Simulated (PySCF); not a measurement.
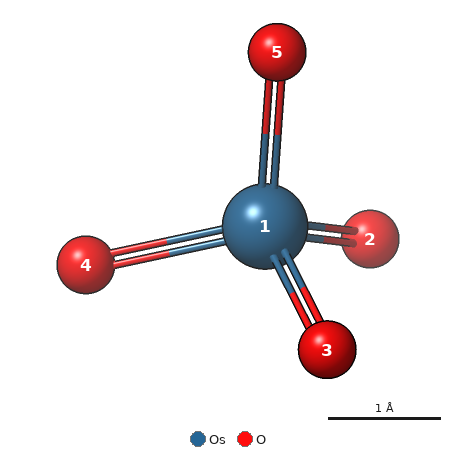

Orthographic view. Atoms fade into the background with distance from the viewer. Charge 0, singlet. The geometry was computed by an optimisation with PBE0-D3(BJ)/def2-SVP. No frequency run is at hand to confirm it as a minimum.

Give the geometry as a Z-matrix, atoms in numerical order, with these reference atoms: 2 to 1; 3 to 1, 2; 4 to 1, 3, 2; 5 to 1, 3, 2.

```
Os 
O    1   1.693
O    1   1.692   2   109.4
O    1   1.693   3   109.5   2   120.0
O    1   1.693   3   109.5   2  -120.0
```
